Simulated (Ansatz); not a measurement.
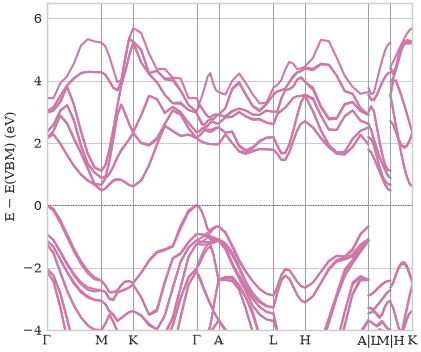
Figure. Band structure from DFT-PBE with spin–orbit coupling in the program Ansatz with PAW potentials

The gap is 0.47 eV; an edge lies off the plotted path or next to a special point (maximum on the Γ–M line, 2 % of the way from Γ, minimum at M).

The material is BAs in space group P6_222 (No. 180; B on 3d, As on 3c).

The start of the workflow was typed in or built on a structure type; neither database checked (COD, Materials Project) lists it. It is not the phase usual at ambient conditions (space group No. 216). The cell was relaxed with PBE under the symmetry of its start; whether a distortion lowers the energy is not shown. Its formation energy is positive at this level, so the cell may be metastable or incomplete.

Potentials: the earlier of the program's two PAW sets.
